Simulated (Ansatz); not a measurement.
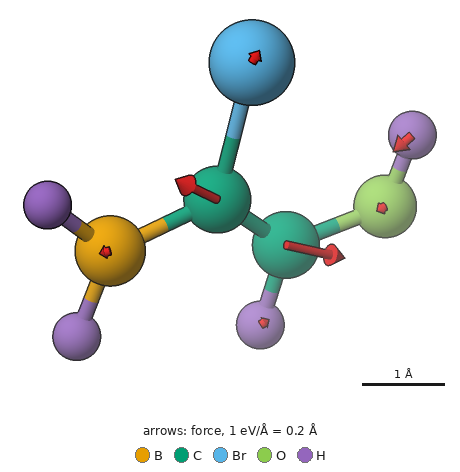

Starting geometry of C2H4BBrO (coarse preliminary run) with the computed forces as red arrows. Style: ball-and-stick. Shown at a tilt.

The start comes from a force field.

Level of theory: RKS PBE-D4/def2-SVP in Ansatz.

Input file:
```yaml
crystal:
  periodic: [false, false, false]
  atoms:
    - {symbol: B, position_ang: [-0.715500, 1.189500, 0.814200]}
    - {symbol: C, position_ang: [0.218700, 0.241400, 0.095100]}
    - {symbol: Br, position_ang: [2.042300, 0.733200, 0.043300]}
    - {symbol: C, position_ang: [-0.160400, -0.879300, -0.454600]}
    - {symbol: O, position_ang: [0.602700, -1.813300, -1.109500]}
    - {symbol: H, position_ang: [-1.920200, 1.010900, 0.860900]}
    - {symbol: H, position_ang: [-0.329800, 2.235800, 1.287400]}
    - {symbol: H, position_ang: [-1.253100, -1.107700, -0.411700]}
    - {symbol: H, position_ang: [1.603700, -1.656900, -1.142200]}
basis:
  gaussian: {orbitals: def2-SVP}
hamiltonian: {xc: pbe, dispersion: d4}
relax: {f_tol: 0.03, max_steps: 200}
```

Command:
```bash
ansatz run in.yaml --threads 4 --pin off --events-out ev --progress --plain --max-ram 10444MiB
```

Is this structure relaxed? If not, where do the atoms go?

It isn't relaxed: the largest force vector, on C4, is 4.67 eV/Å. The final displacements follow the starting forces only in part (cosine between the two patterns 0.36). The largest move after the best rigid fit is that of H9, 0.25 Å. Largest moves by element: H 0.25 Å, Br 0.19 Å, B 0.05 Å, C 0.04 Å, O 0.04 Å. Near-neighbour distances that change, for instance: C2–C4 1.305 → 1.378 Å, C2–Br3 1.889 → 1.939 Å, C4–O5 1.372 → 1.323 Å, O5–H9 1.014 → 0.995 Å. Among the angles between lasting bonds that change: C4–O5–H9 117.4° → 106.5°, B1–C2–Br3 116.5° → 122.8°, Br3–C2–C4 119.5° → 113.8°. The energy falls by 0.402 eV in 6 geometry steps. Largest force component: 4.1 eV/Å at the start, 0.017 eV/Å at the end.
